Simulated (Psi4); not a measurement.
**CH5BSi (SMILES B[Si]C) at U-wB97M-V/def2-SVPD**

What is the vertical triplet–singlet gap of CH5BSi at U-wB97M-V/def2-SVPD? 

The calculation is run with Psi4 1.11.

2 further runs of the same task are left out: 2 set aside as unsound or not needed.

**1. The structure to begin with**

CH5BSi: 8 atoms, total charge 0, spin state triplet. As SMILES, `B[Si]C`. The coordinates come from a GFN2-xTB relaxation.

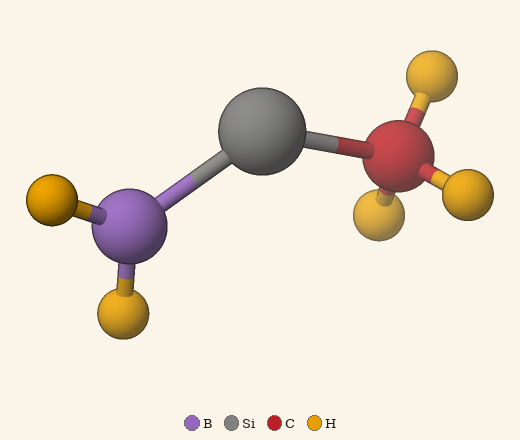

The structure, seen from a chosen angle (boron purple, silicon grey, carbon red, hydrogen amber).

**2. The energy at U-wB97M-V/def2-SVPD**

The input, run.py:

```python
import psi4

psi4.set_memory('1600 MB')
psi4.set_num_threads(1)
psi4.core.set_output_file('output.dat', False)

mol = psi4.geometry("""
0 3
B     -1.102040     1.258380    -0.950840
Si     0.468740     0.756170    -0.036290
C      0.900010    -0.943950     0.746830
H     -1.975210     0.481560    -1.101470
H     -1.229830     2.341680    -1.384210
H      0.687430    -0.950940     1.814480
H      1.947500    -1.210360     0.622690
H      0.303390    -1.732550     0.288810
units angstrom
symmetry c1
""")

psi4.set_options({
    'basis': 'def2-SVPD',
    'reference': 'uks',
    'puream': True,
    'e_convergence': 1e-09,
    'd_convergence': 1e-08,
    'scf_type': 'pk',
    'dft_radial_points': 99,
    'dft_spherical_points': 590,
    'maxiter': 200,
})

energy_value = psi4.energy("wb97m-v", molecule=mol)
print(f'total energy {energy_value:.8f} hartree = {energy_value * 27.211386:.5f} eV')
```

The run is started by

```console
$ python run.py
```

output.dat:

```text
[...]
  Running in c1 symmetry.
[...]
  Nuclear repulsion =   80.466864841988425
[...]
  Multiplicity = 3
[...]
  Nalpha       = 16
  Nbeta        = 14
[...]
    Number of basis functions: 104
[...]
   @UKS iter   1:  -354.98699033954102   -6.88678e-01   4.60865e-03 DIIS/ADIIS
[...]
   @UKS iter  14:  -355.13464403601648   -3.06954e-12   4.44924e-09 DIIS
[...]
   @S^2 Observed:                2.001582659E+00
[...]
    Orbital Energies [Eh]
    ---------------------
    Alpha Occupied:
       1A    -66.412836     2A    -10.363743     3A     -6.904280
       4A     -5.458050     5A     -3.779674     6A     -3.778606
       7A     -3.771462     8A     -0.827201     9A     -0.653376
      10A     -0.543480    11A     -0.523278    12A     -0.522532
      13A     -0.451748    14A     -0.410835    15A     -0.296909
      16A     -0.294231
    Alpha Virtual:
      17A      0.033884    18A      0.051765    19A      0.073520
      20A      0.090072    21A      0.122742    22A      0.138286
      23A      0.143254    24A      0.151897    25A      0.158692
[...]
  @UKS Final Energy:  -355.13464403601648
   => Energetics <=
    Nuclear Repulsion Energy =             80.4668648419884249
    One-Electron Energy =                -647.2614049692549543
    Two-Electron Energy =                 235.1151699297234359
    DFT Exchange-Correlation Energy =     -23.5774873671822718
    Empirical Dispersion Energy =           0.0000000000000000
    VV10 Nonlocal Energy =                  0.1222135287088434
    Total Energy =                       -355.1346440360164820
[...]
 Multipole Moments:
 ------------------------------------------------------------------------------------
     Multipole            Electronic (a.u.)      Nuclear  (a.u.)        Total (a.u.)
 ------------------------------------------------------------------------------------
 L = 1.  Multiply by 2.5417464519 to convert [e a0] to [Debye]
 Dipole X            :          0.4106501            0.0394359            0.4500859
 Dipole Y            :          3.1991862           -3.7023521           -0.5031658
 Dipole Z            :         -0.8955465            1.2840378            0.3884913
 Magnitude           :                                                    0.7788958
[...]
```

On the terminal:

```text
total energy -355.13464404 hartree = -9663.70588 eV
```

It took 2.4 min on 1 thread of Intel Xeon 6975P-C (Granite Rapids), shared host; peak memory 0.83 GiB.

**3. The singlet at the same level**

The input, input.json:

```json
{
 "schema_name": "qcschema_input",
 "schema_version": 1,
 "molecule": {
  "schema_name": "qcschema_molecule",
  "schema_version": 2,
  "symbols": ["B", "Si", "C", "H", "H", "H", "H", "H"],
  "geometry": [-2.08255378, 2.37799356, -1.79682719, 0.88579022, 1.4289542, -0.06857816, 1.70077241, -1.78380698, 1.41130416, -3.73260594, 0.91001651, -2.08147663, -2.32404188, 4.42513387, -2.6157778, 1.29905443, -1.79701616, 3.42887026, 3.68024163, -2.28724891, 1.17671356, 0.57332401, -3.274045, 0.5457718],
  "molecular_charge": 0,
  "molecular_multiplicity": 1,
  "fix_symmetry": "c1"
 },
 "driver": "energy",
 "model": {
  "method": "wb97m-v",
  "basis": "def2-SVPD"
 },
 "keywords": {
  "puream": true,
  "e_convergence": 1e-09,
  "d_convergence": 1e-08,
  "scf_type": "pk",
  "dft_radial_points": 99,
  "dft_spherical_points": 590
 }
}
```

The run is started by

```console
$ psi4 --qcschema input.json -n 1 --memory 1600MB
```

stdout:

```text
[...]
  Running in c1 symmetry.
[...]
  Nuclear repulsion =   80.466864870260935
[...]
  Multiplicity = 1
[...]
  Nalpha       = 15
  Nbeta        = 15
[...]
    Number of basis functions: 104
[...]
   @RKS iter   1:  -354.82388351288796   -5.25571e-01   5.73511e-03 DIIS/ADIIS
[...]
   @RKS iter  18:  -355.09778929330849   -3.75167e-12   3.57835e-09 DIIS
[...]
    Orbital Energies [Eh]
    ---------------------
    Doubly Occupied:
       1A    -66.429284     2A    -10.380917     3A     -6.900158
       4A     -5.473313     5A     -3.796739     6A     -3.787337
       7A     -3.786608     8A     -0.836261     9A     -0.634379
      10A     -0.535871    11A     -0.530032    12A     -0.529056
      13A     -0.436849    14A     -0.400243    15A     -0.264049
[...]
  @RKS Final Energy:  -355.09778929330849
   => Energetics <=
    Nuclear Repulsion Energy =             80.4668648702609346
    One-Electron Energy =                -647.0076051481121340
    Two-Electron Energy =                 234.8693718462404831
    DFT Exchange-Correlation Energy =     -23.5484804748938892
    Empirical Dispersion Energy =           0.0000000000000000
    VV10 Nonlocal Energy =                  0.1220596131961713
    Total Energy =                       -355.0977892933084945
[...]
 Multipole Moments:
 ------------------------------------------------------------------------------------
     Multipole            Electronic (a.u.)      Nuclear  (a.u.)        Total (a.u.)
 ------------------------------------------------------------------------------------
 L = 1.  Multiply by 2.5417464519 to convert [e a0] to [Debye]
 Dipole X            :          1.0189872            0.0394359            1.0584231
 Dipole Y            :          3.1869523           -3.7023521           -0.5153997
 Dipole Z            :         -0.5901876            1.2840378            0.6938502
 Magnitude           :                                                    1.3665008
[...]
```

The result, in JSON:

```text
{
 "driver": "energy",
 "model": {
  "method": "wb97m-v",
  "basis": "def2-SVPD"
 },
 "success": true,
 "return_result": -355.0977892933085,
 "properties": {
  "calcinfo_nbasis": 104,
  "calcinfo_nmo": 104,
  "calcinfo_nalpha": 15,
  "calcinfo_nbeta": 15,
  "calcinfo_natom": 8,
  "nuclear_repulsion_energy": 80.46686487026093,
  "return_energy": -355.0977892933085,
  "scf_one_electron_energy": -647.0076051481121,
  "scf_two_electron_energy": 234.86937184624048,
  "scf_vv10_energy": 0.12205961319617126,
  "scf_xc_energy": -23.54848047489389,
  "scf_dipole_moment": [1.0584231230316052, -0.5153997391885308, 0.6938501808271449],
  "scf_total_energy": -355.0977892933085,
  "scf_iterations": 18
 }
}
```

Wall time 2.6 min (1 thread of Intel Xeon 6975P-C (Granite Rapids), shared host); peak memory 0.84 GiB.

**4. Summary of results**

Level: U-wB97M-V/def2-SVPD.

```
                                        quantity          value
                           triplet: total energy  -355.13464 Eh
                          triplet: dipole moment         1.98 D
     triplet: HOMO energy (highest over α and β)       -8.01 eV
      triplet: LUMO energy (lowest over α and β)       -1.13 eV
                                   triplet: ⟨S²⟩          2.002
                           singlet: total energy  -355.09779 Eh
                          singlet: dipole moment         3.47 D
                            singlet: HOMO energy       -7.19 eV
                            singlet: LUMO energy       -2.17 eV
                          singlet: HOMO–LUMO gap        5.02 eV
vertical energy of the singlet above the triplet       1.003 eV
```

What this shows: At this shape the singlet lies 1.00 eV (23 kcal/mol) above the triplet.
